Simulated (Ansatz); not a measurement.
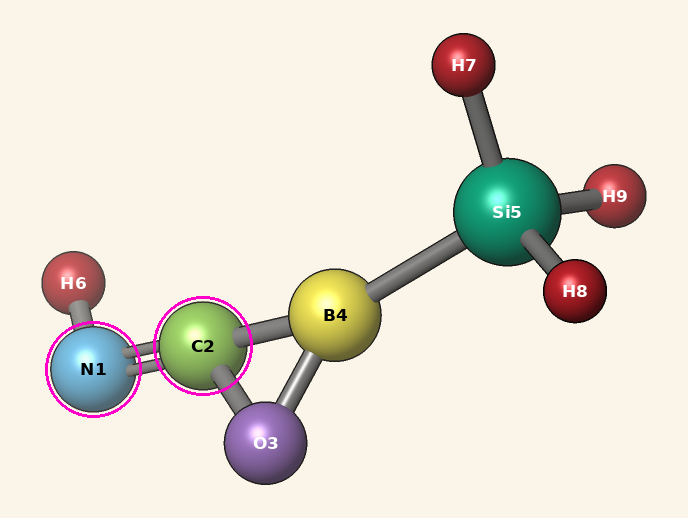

Distant atoms are faded towards the background colour. Circles mark the stereogenic atoms. The computed structure is the end point of a PBE-D4/def2-SVP optimisation. No frequency run is at hand to confirm it as a minimum.

Question: Give the R/S and E/Z labels.

Answer: N1=C2: E.
